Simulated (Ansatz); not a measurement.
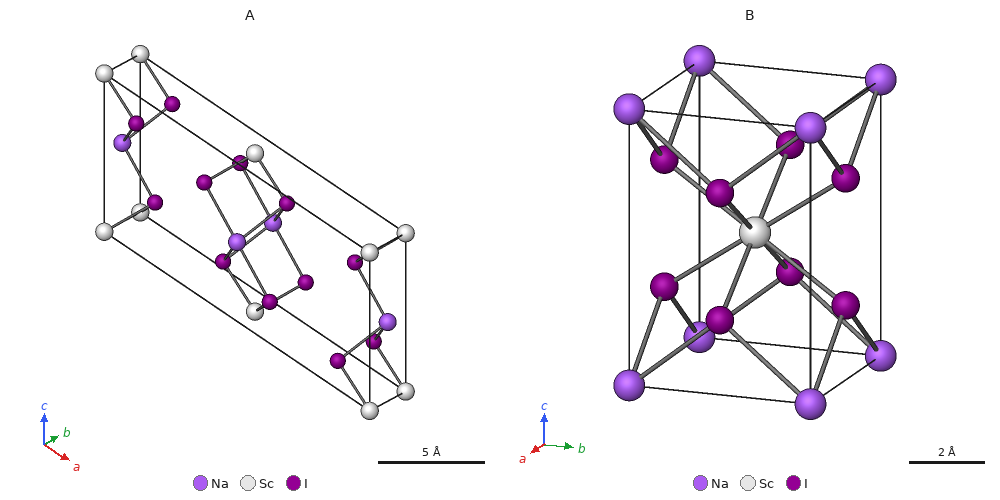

Two structures of NaScI$_{4}$, each relaxed to rest (conventional cells in solid outline, small ones repeated, not to one scale). Method: DFT, PBEsol, plane waves, PAW (Ansatz 0.2.0), without spin polarisation.

Name structures A and B.

Answer. A: 12 atoms a cell on a base-centred monoclinic lattice, C2/m. B: 6 atoms a cell on a primitive tetragonal lattice, P4/mmm.

Compare their energies: which is lower?

Answer. A is lower, by 272 meV/atom at this level of theory (energies at zero smearing). Volumes: A 37.1, B 34.8 Å³/atom.

One or both may be structure types tried for this composition rather than known phases.
